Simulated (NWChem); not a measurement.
# Energy and gradient calculation, with input and output: SiF₃

- system: SiF₃, multiplicity 2, SMILES F[Si](F)F
- method: PBE/def2-SVP, UKS (NWChem 7.3.0)

The geometry comes from this level: PBE0-D4/def2-TZVP.

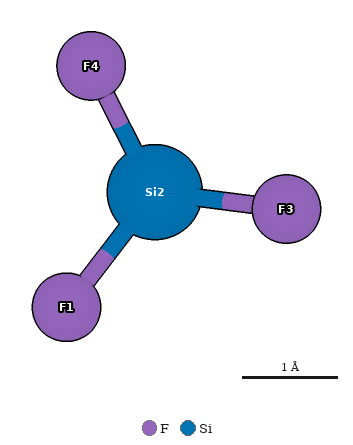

*The structure (ball-and-stick view, seen on its broad side; atoms are numbered from 1 in the order of the input).*

Bond lengths as drawn: F–Si 1.58 Å.

### The input
```python
from ase.io import read
from ase.calculators.nwchem import NWChem

atoms = read('f3si.xyz')

calc = NWChem(
    label='f3si',
    theory='dft',
    memory='2200 mb',
    basis='def2-SVP',
    basispar='spherical bse',
    dft={'xc': 'xpbe96 cpbe96', 'mult': '2', 'grid': 'xfine', 'convergence': 'energy 1e-08', 'iterations': '100', 'mulliken': None},
)
atoms.calc = calc

forces = atoms.get_forces()
e = atoms.get_potential_energy()
print(f"E = {e:.6f} eV")
print("forces (eV/A):")
for s, f in zip(atoms.symbols, forces):
    print(f"{s:2s} {f[0]:10.5f} {f[1]:10.5f} {f[2]:10.5f}")
```

### File f3si.xyz
```
4

F      0.784850    -0.507040     1.151700
Si    -0.282750     0.213060     0.234280
F     -0.994260    -0.892250    -0.644340
F      0.492160     1.186230    -0.741640
```

### File f3si.nwi
```
title "f3si"

permanent_dir f3si

scratch_dir f3si

start f3si

geometry units angstrom nocenter noautosym noautoz
  F  7.8485000000000005e-01 -5.0704000000000005e-01 1.1516999999999999e+00
  Si -2.8275000000000000e-01 2.1306000000000000e-01 2.3427999999999999e-01
  F  -9.9426000000000003e-01 -8.9224999999999999e-01 -6.4434000000000002e-01
  F  4.9215999999999999e-01 1.1862299999999999e+00 -7.4163999999999997e-01
end

memory 2200 mb

basis spherical bse noprint
   * library def2-SVP
end

dft
  xc xpbe96 cpbe96
  mult 2
  grid xfine
  convergence energy 1e-08
  iterations 100
  mulliken
end

task dft gradient
```

Run as:
```bash
export ASE_NWCHEM_COMMAND="nwchem PREFIX.nwi > PREFIX.nwo"
python run.py
```

### What the program printed
```
E = -16010.606434 eV
forces (eV/A):
F     1.15160   -0.77622    1.02479
Si   -1.17993    0.89068    0.97897
F    -0.80182   -1.19906   -0.94822
F     0.83016    1.08454   -1.05549
```

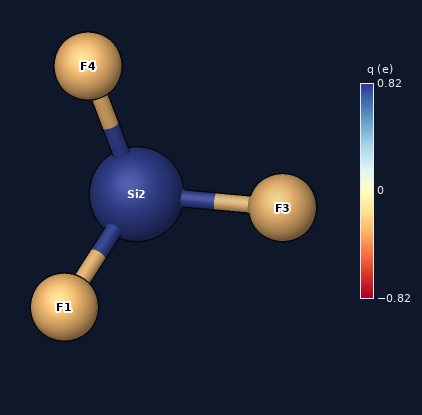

*Mulliken charges, as the colour of each atom (ball-and-stick view, seen at a tilt; atoms are numbered from 1 in the order of the input).*

By element: F −0.26 and Si +0.78 e.

### Summary

| quantity | value |
| --- | --- |
| outcome | converged |
| total energy | −588.378939 hartree |
| basis functions | 60 |
| largest force | 1.773 eV/Å |
| ⟨S²⟩ | 0.751 |
| dipole moment | 1.01 D |
| hardware | 1 thread of Intel Xeon (Granite Rapids), 12 GiB of memory available, shared host |
| wall time | 9.9 s |
| peak memory | 0.13 GiB |
